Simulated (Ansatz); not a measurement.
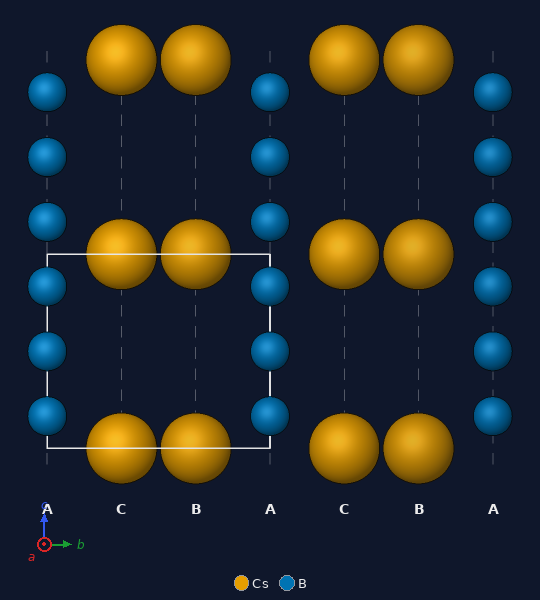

The picture looks along a close-packed row of the hexagonal mesh; c points upwards. The dashed lines mark the three columns A (0, 0), B (1/3, 2/3) and C (2/3, 1/3). The sequence starts with the first layer at or above the cell's origin.

Cs2B3: the end point of a relaxation with DFT PBE, scalar-relativistic, plane waves, PAW (Ansatz 0.2.0); the starting structure was generated, so it need not be a known form of this composition.

**List the layers of one repeat.**

Cs(B)+Cs(C) – B(A) – B(A) – B(A) (four layers in 4.68 Å).
